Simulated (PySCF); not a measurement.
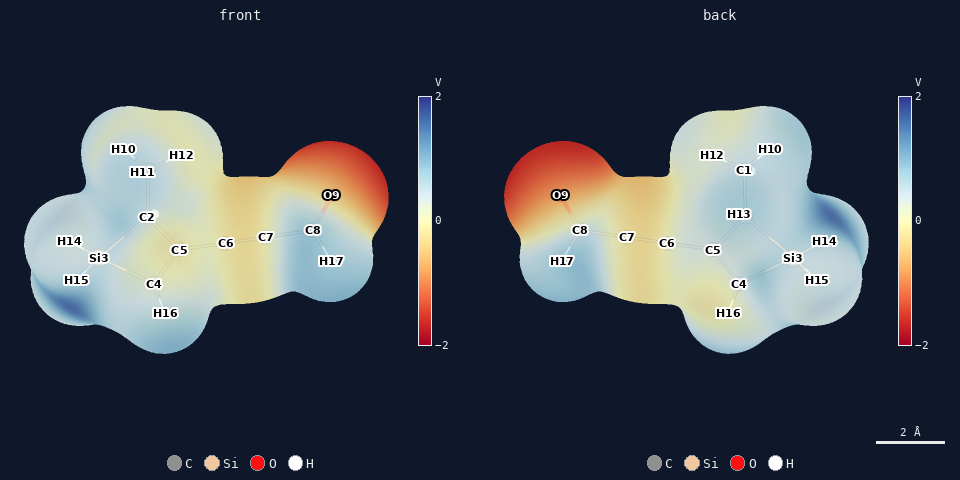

The picture shows: C$_{7}$H$_{8}$OSi. The electrostatic potential painted on the density surface at 0.002 e/bohr³, seen from the front and from behind; the colour scale runs from red (negative) to blue (positive).

Geometry: GFN2-xTB.

Level of theory: PBE0/pcSseg-1, SCF density, gas phase, non-relativistic (PySCF).

```yaml
atoms:
  - { symbol: C, position_ang: [-1.7225, 0.9440, 0.6327] }
  - { symbol: C, position_ang: [-1.0941, 0.0194, -0.3986] }
  - { symbol: Si, position_ang: [-1.7474, -1.7988, -0.5661] }
  - { symbol: C, position_ang: [0.0519, -1.9139, -0.0005] }
  - { symbol: C, position_ang: [0.2305, -0.5763, 0.0440] }
  - { symbol: C, position_ang: [1.3511, 0.1623, 0.4237] }
  - { symbol: C, position_ang: [2.3138, 0.8240, 0.7503] }
  - { symbol: C, position_ang: [3.4437, 1.5966, 1.1271] }
  - { symbol: O, position_ang: [3.4429, 2.7801, 1.3575] }
  - { symbol: H, position_ang: [-2.6981, 1.2861, 0.2930] }
  - { symbol: H, position_ang: [-1.8494, 0.4295, 1.5837] }
  - { symbol: H, position_ang: [-1.0913, 1.8165, 0.7998] }
  - { symbol: H, position_ang: [-0.9792, 0.5662, -1.3381] }
  - { symbol: H, position_ang: [-2.7575, -2.1914, 0.4122] }
  - { symbol: H, position_ang: [-2.0603, -2.2585, -1.9164] }
  - { symbol: H, position_ang: [0.7861, -2.6654, 0.2432] }
  - { symbol: H, position_ang: [4.3728, 0.9915, 1.1920] }
```

Describe the electrostatic potential map.

The most negative region (about −1.6 V) lies over O9, the most positive (about +1.6 V) over Si3. O9 is the likeliest acceptor of a hydrogen bond.
